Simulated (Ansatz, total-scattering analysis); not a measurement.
# Assigning the peaks of a pair distribution function

The sample: formamide (16 formamide; N 16.7, C 16.7, O 16.7, H 50.0 atom %) at 370 K, fixed volume (mean pressure 0.6 GPa), ρ₀ = 0.0906 Å⁻³. The data come from ab initio molecular dynamics with Ansatz (revPBE-D3(BJ), plane waves, PAW default files, Langevin thermostat, no spin, fixed volume, H with the mass of D). The average runs over 0.51 ps of 96 atoms, so shells between rare elements are rough. Mean temperature 363 K, largest m.s.d. 1.04 Å², energy drift +3 meV an atom (last third less first, no steady trend), Langevin friction 10 ps⁻¹; the first quarter of the run is discarded. Preparation: last frame of a classical run of this cell, a melt at this density, then 0.3 ps at 370 K with a cheaper basis and a friction of 10 ps⁻¹ (mean temperature of the first stage 374 K), too short to forget the start in full. So short a stretch relaxes bonds and nearest shells but still remembers its start. It is a liquid that moves slowly on the time of the run as far as so short a run tells.

S(Q) is the Faber–Ziman total, Σ ci cj fi fj (Sij − 1)/⟨f⟩² + 1. Below 4 Å⁻¹ the partials are summed on the cell's own reciprocal vectors (from 0.62 Å⁻¹) and folded with a Gaussian of σ = 0.14 Å⁻¹; above it they are transforms of g(r) out to 6.9 Å, tapered over the last 40 %. The fold lowers sharp peaks, and with so few vectors their positions are good to about 0.1 Å⁻¹. X-rays take neutral-atom form factors, neutrons coherent lengths (N 9.36, C 6.6472, O 5.8037, H 6.6681 fm). Hydrogen is taken as deuterium. G(r) = 4πrρ₀[g(r) − 1] carries the resolution of a Lorch-windowed transform up to 20 Å⁻¹. The patterns are simulated, not measured. The cell is small: beyond half the box only the part of each shell inside it is counted, and low-Q values rest on few vectors.

| Q (Å⁻¹) | X-ray | neutron |
| --- | --- | --- |
| 0.6 | -0.27 | 0.28 |
| 0.9 | -0.15 | 0.32 |
| 1.2 | 0.24 | 0.61 |
| 1.5 | 0.98 | 1.21 |
| 1.8 | 2.53 | 2.00 |
| 2.1 | 1.83 | 1.43 |
| 2.4 | 1.07 | 1.08 |
| 2.7 | 0.70 | 1.00 |
| 3.0 | 0.54 | 0.79 |
| 3.3 | 0.55 | 0.80 |
| 3.6 | 0.71 | 0.79 |
| 3.9 | 0.85 | 0.87 |
| 4.2 | 0.78 | 0.87 |
| 4.5 | 0.69 | 0.78 |
| 4.8 | 0.73 | 0.70 |
| 5.1 | 0.94 | 0.72 |
| 5.4 | 1.17 | 0.82 |
| 5.7 | 1.31 | 0.95 |
| 6.0 | 1.33 | 1.06 |
| 6.3 | 1.28 | 1.15 |
| 6.6 | 1.24 | 1.21 |
| 6.9 | 1.18 | 1.24 |
| 7.2 | 1.06 | 1.20 |
| 7.5 | 0.89 | 1.12 |
| 7.8 | 0.78 | 1.04 |
| 8.1 | 0.76 | 1.00 |
| 8.4 | 0.81 | 0.99 |
| 8.7 | 0.89 | 0.98 |
| 9.0 | 0.96 | 0.97 |
| 9.3 | 0.97 | 0.96 |
| 9.6 | 0.95 | 0.96 |
| 9.9 | 0.96 | 0.95 |
| 10.2 | 1.02 | 0.95 |
| 10.5 | 1.08 | 0.95 |
| 10.8 | 1.14 | 0.96 |
| 11.1 | 1.17 | 0.95 |
| 11.4 | 1.16 | 0.95 |
| 11.7 | 1.11 | 0.96 |
| 12.0 | 1.04 | 0.99 |

G(r):

X-ray, r (Å) and value: 0.6 -0.52, 0.7 -0.57, 0.8 -0.58, 0.9 -0.86, 1.0 -0.90, 1.1 0.65, 1.2 3.44, 1.3 4.56, 1.4 2.41, 1.5 -0.64, 1.6 -2.04, 1.7 -1.99, 1.8 -1.69, 1.9 -1.68, 2.0 -1.69, 2.1 -1.24, 2.2 -0.33, 2.3 0.10, 2.4 -0.71, 2.5 -1.90, 2.6 -2.28, 2.7 -1.90, 2.8 -1.38, 2.9 -0.94, 3.0 -0.57, 3.1 -0.39, 3.2 -0.36, 3.3 -0.18, 3.4 0.36, 3.5 1.11, 3.6 1.66, 3.7 1.73, 3.8 1.41, 3.9 1.10, 4.0 0.90, 4.1 0.66, 4.2 0.41, 4.3 0.34, 4.4 0.47, 4.5 0.57, 4.6 0.47, 4.7 0.32, 4.8 0.31, 4.9 0.34, 5.0 0.21, 5.1 -0.04, 5.2 -0.21, 5.3 -0.24, 5.4 -0.23, 5.5 -0.26, 5.6 -0.29, 5.7 -0.33, 5.8 -0.46, 5.9 -0.69, 6.0 -0.81

neutron, r (Å) and value: 0.6 -0.65, 0.7 -0.92, 0.8 -0.58, 0.9 0.90, 1.0 2.47, 1.1 2.66, 1.2 1.60, 1.3 0.53, 1.4 -0.31, 1.5 -1.06, 1.6 -1.41, 1.7 -1.32, 1.8 -1.04, 1.9 -0.53, 2.0 0.16, 2.1 0.38, 2.2 -0.15, 2.3 -0.80, 2.4 -1.11, 2.5 -1.24, 2.6 -1.30, 2.7 -1.20, 2.8 -0.92, 2.9 -0.55, 3.0 -0.17, 3.1 0.06, 3.2 0.08, 3.3 0.10, 3.4 0.22, 3.5 0.41, 3.6 0.56, 3.7 0.58, 3.8 0.49, 3.9 0.39, 4.0 0.34, 4.1 0.28, 4.2 0.24, 4.3 0.28, 4.4 0.38, 4.5 0.46, 4.6 0.50, 4.7 0.50, 4.8 0.43, 4.9 0.34, 5.0 0.22, 5.1 0.11, 5.2 0.02, 5.3 -0.02, 5.4 -0.05, 5.5 -0.13, 5.6 -0.26, 5.7 -0.35, 5.8 -0.36, 5.9 -0.35, 6.0 -0.33

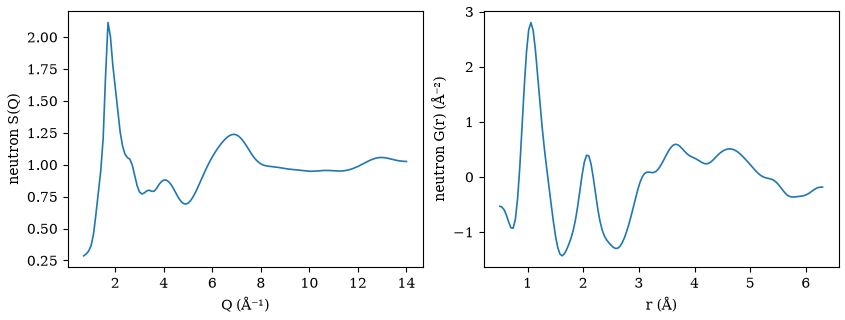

Q: Assign the low-r maxima. Which coordination numbers can be read off, and what are they?

Each pair enters with the weight ci cj fi fj (2 − δij)/⟨f⟩², taking f = Z for X-rays at Q = 0: H–H 0.02 / 0.23; N–H 0.07 / 0.21; N–O 0.19 / 0.06; C–O 0.17 / 0.04; C–H 0.06 / 0.15; N–C 0.15 / 0.07; O–H 0.08 / 0.13; O–O 0.11 / 0.02 (X-ray / neutron).

| radiation | maximum (Å) | G (Å⁻²) | pairs that make it (share of the curvature of G, each pair at the same resolution) |
| --- | --- | --- | --- |
| X-ray | 1.28 | 4.61 | C–O 61 %, N–C 39 % |
| X-ray | 2.29 | 0.11 | N–O 99 % |
| X-ray | 3.66 | 1.77 | C–O 45 %, O–O 30 %, N–C 20 % |
| neutron | 1.06 | 2.80 | N–H 78 %, C–H 22 % |
| neutron | 2.08 | 0.41 | C–H 42 %, N–H 33 %, O–H 23 % |
| neutron | 3.66 | 0.59 | C–O 32 %, N–C 27 %, O–H 17 %, O–O 14 % |

The first shell (N–H, 1.02 Å) shares its range with C–H (1.11 Å), C–O (1.24 Å) and N–C (1.35 Å), so its area is a weighted sum. The maxima can be assigned, but 2 totals can't separate 10 partials, so the counts below come from the model itself.

From the coordinates:

| pair | first peak (Å) | g there | first minimum (Å) | g there | neighbours | kind |
| --- | --- | --- | --- | --- | --- | --- |
| N–H | 1.02 | 36.5 | 1.32 | 0.00 | 2.0 H per N, 0.7 N per H | within molecules |
| C–H | 1.11 | 14.6 | 1.42 | 0.00 | 1.0 H per C, 0.3 C per H | within molecules |
| C–O | 1.24 | 41.9 | 1.60 | 0.00 | 1.0 O per C, 1.0 C per O | within molecules |
| N–C | 1.35 | 32.5 | 1.72 | 0.00 | 1.0 C per N, 1.0 N per C | within molecules |
| H–H | 1.75 | 2.4 | 2.00 | 0.16 | 0.7 | within molecules |
| O–H | 2.05 | 4.2 | 2.32 | 0.83 | 2.5 H per O, 0.8 O per H | 57 % within molecules at the peak |
| N–O | 2.30 | 8.2 | 2.54 | 0.11 | 1.0 O per N, 1.0 N per O | within molecules |
| O–O | 3.59 | 2.2 | 4.42 | 0.98 | 4.4 | between molecules |
| C–C | 3.91 | 2.2 | 5.52 | 0.73 | 10.6 | between molecules |

Distances within molecules give the sharpest pair functions, and with hydrogen they rule the neutron S(Q) at high Q: N–H 1.02 Å, C–H 1.11 Å, C–O 1.24 Å, N–C 1.35 Å, H–H 1.75 Å and N–O 2.30 Å (first peaks only). On the last frame 66 % of the H on O, N or F point at an acceptor of another molecule or at an anion within hydrogen-bond range (2.35 Å to O, N, F; 2.85 Å to Cl, Br, I).
